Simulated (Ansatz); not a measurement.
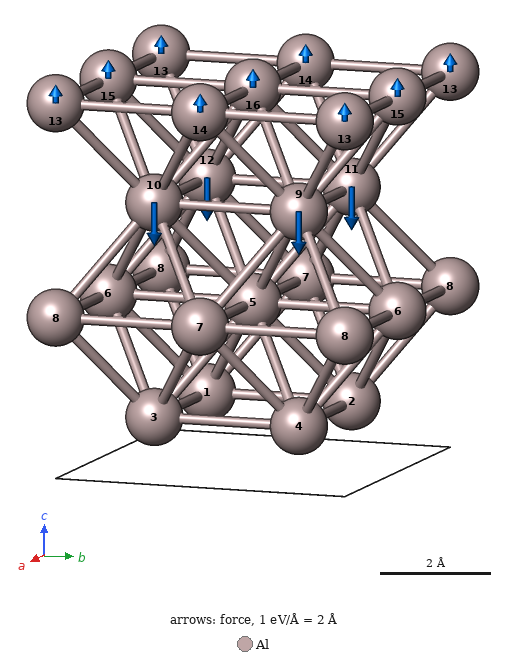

Starting geometry of a slab of composition Al (cut from the Fm-3m phase) with the computed forces as blue arrows. A ball-and-stick model of the cell of the calculation, outlined in the plane, without the vacuum, seen slightly off an axis.

Case: clean slab, lower planes held. The slab is the (1 0 0) face of Al. 8 atoms are held fixed.

All numbers below come from DFT PBE+D3(BJ), scalar-relativistic, plane waves, PAW in Ansatz 0.2.0. Set-up: plane-wave cutoff 420 eV; k-point mesh 4 × 4 × 1; occupations gaussian; smearing width 0.1 eV; no spin polarisation; dipole correction; atoms relaxed in a fixed cell; force threshold 0.03 eV/Å; at most 70 steps.

> What follows when this structure is relaxed?

It isn't relaxed: the largest force vector, on Al atoms, is 0.41 eV/Å. The atoms end up moving mostly along the starting forces (cosine between the two patterns 0.93). The largest moves, 0.066 Å, are those of Al9, Al10, Al11 and Al12. Al9 goes along the normal (−c). The lattice vectors keep their values. Near-neighbour distances that change, for instance: Al10–Al13 2.816 → 2.864 Å, Al5–Al10 2.816 → 2.770 Å. After 2 geometry steps the energy has fallen by 54.7 meV per cell of the calculation. Largest force component: 0.41 eV/Å at the start, 0.011 eV/Å at the end.
